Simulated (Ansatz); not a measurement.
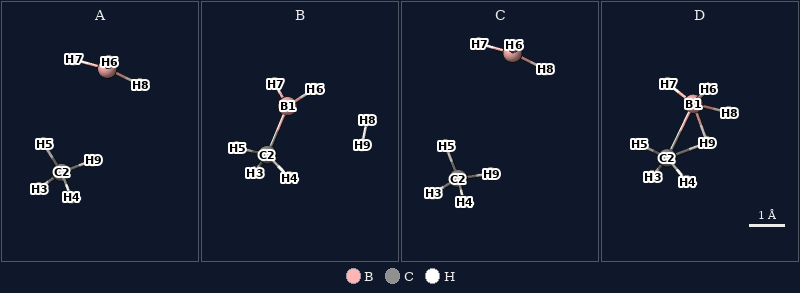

4 geometries from a converged minimum-energy path of CH$_{7}$B, made up at the start of CH₅B and H2, shuffled. The picture is a ball-and-stick view, seen at a tilt.

Theory: Ansatz 0.2.0, RKS revPBE/def2-TZVP. Set-up: 5 movable images; climbing image; force threshold 0.03 eV/Å; iteration limit 60; starting path through a guess of the saddle point.

Question: Which of them lies highest in energy?

Answer: D. In order along the path, whose images run from 0 to 6: B (image 1, +0.02 eV), D (image 3, +0.50 eV), A (image 5, −0.12 eV), C (image 6, −0.13 eV). Breaking: B1–C2 (1.56 → 1.79 at the top → 4.06 Å), H8–H9 (0.75 → 1.13 at the top → 3.51 Å). Forming: B1–H8 (3.77 → 1.28 at the top → 1.20 Å), C2–H9 (4.15 → 1.45 at the top → 1.10 Å).

Limits of the set-up: the start holds two separate molecules, 3.8 Å apart at their closest, whose relative position is a soft coordinate and is computed without a dispersion correction.
